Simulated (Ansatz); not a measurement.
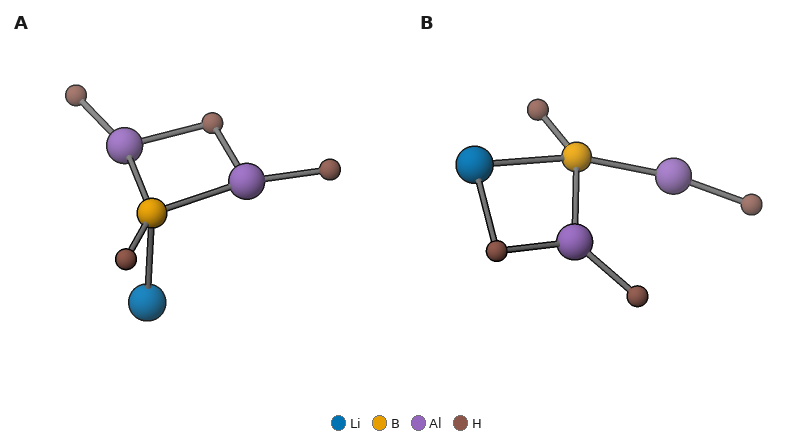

2 stationary structures of one formula. Geometries: PBE0-D4/def2-TZVP. Electronic energies: B3LYP-D4/def2-TZVPP (Ansatz 0.2.0), without zero-point energy. No frequency run is at hand to confirm each as a minimum. Each is one conformer, not always the lowest.

### Which is lowest in energy, and by how much?

A is lowest (Cs); B lies 11.7 kcal/mol above it (Cs).

Give E(B) − E(A) in kcal/mol at these levels too: PBE0-D4/def2-TZVP; ωB97M-V/def2-TZVPP; RHF-CCSD(T) (frozen core)/def2-TZVPP; r2SCAN-D4/def2-TZVPP; B3LYP-D4/def2-TZVPP; PBE-D4/def2-TZVPP; PBE0-D4/def2-TZVPP.

| level | E(B) − E(A) (kcal/mol) |
| --- | --- |
| PBE0-D4/def2-TZVP | +14.4 |
| ωB97M-V/def2-TZVPP | +13.1 |
| RHF-CCSD(T) (frozen core)/def2-TZVPP | +14.5 |
| r2SCAN-D4/def2-TZVPP | +14.2 |
| B3LYP-D4/def2-TZVPP | +11.7 |
| PBE-D4/def2-TZVPP | +12.9 |
| PBE0-D4/def2-TZVPP | +14.3 |
